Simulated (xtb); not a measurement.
Scan of H2Be, singlet: collinear H-Be-H surface. Scanned: H-Be distance and Be-H distance.

Cartesian coordinates as functions of the variables (Å; names that start with a are angles):
```
H  0  0  -r1
Be  0  0  0
H  0  0  r2
```

Calculation: xtb with GFN1-xTB.

Energy in mEh above the lowest grid point; x is the H-Be distance (Å), y the Be-H distance (Å).

| y \ x | 1.13 | 1.20 | 1.26 | 1.32 | 1.40 | 1.45 | 1.56 | 1.64 | 1.70 | 1.89 | 2 |
|---|---|---|---|---|---|---|---|---|---|---|---|
| 2 | 67.1 | 61.0 | 59.3 | 59.8 | 63.0 | 66.0 | 74.7 | 82.2 | 88.1 | 107.6 | 118.9 |
| 1.87 | 53.7 | 47.6 | 45.8 | 46.3 | 49.5 | 52.6 | 61.2 | 68.7 | 74.7 | 94.3 | 105.6 |
| 1.70 | 36.3 | 30.1 | 28.3 | 28.8 | 32.0 | 35.0 | 43.7 | 51.2 | 57.2 | 76.8 | 88.1 |
| 1.64 | 30.3 | 24.2 | 22.4 | 22.9 | 26.0 | 29.1 | 37.7 | 45.2 | 51.2 | 70.8 | 82.2 |
| 1.56 | 22.9 | 16.7 | 14.9 | 15.4 | 18.6 | 21.6 | 30.2 | 37.7 | 43.7 | 63.3 | 74.7 |
| 1.45 | 14.5 | 8.2 | 6.4 | 6.8 | 10.0 | 12.9 | 21.6 | 29.1 | 35.0 | 54.6 | 66.0 |
| 1.40 | 11.6 | 5.3 | 3.4 | 3.9 | 7.0 | 10.0 | 18.6 | 26.0 | 32.0 | 51.6 | 63.0 |
| 1.32 | 8.7 | 2.3 | 0.4 | 0.8 | 3.9 | 6.8 | 15.4 | 22.9 | 28.8 | 48.4 | 59.8 |
| 1.27 | 8.3 | 1.9 | 0.0 | 0.4 | 3.4 | 6.3 | 14.9 | 22.3 | 28.3 | 47.8 | 59.2 |
| 1.21 | 9.9 | 3.5 | 1.5 | 1.8 | 4.8 | 7.7 | 16.2 | 23.7 | 29.6 | 49.2 | 60.5 |
| 1.13 | 17.0 | 10.5 | 8.4 | 8.7 | 11.6 | 14.5 | 22.9 | 30.3 | 36.3 | 55.8 | 67.1 |

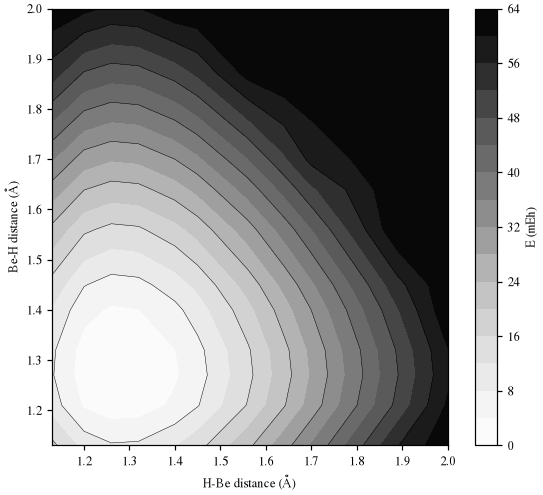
Figure. Energy surface, cut off at 63 mEh.

Points that lie below all their neighbours on the grid: x = 1.26, y = 1.27 (0.0 mEh).
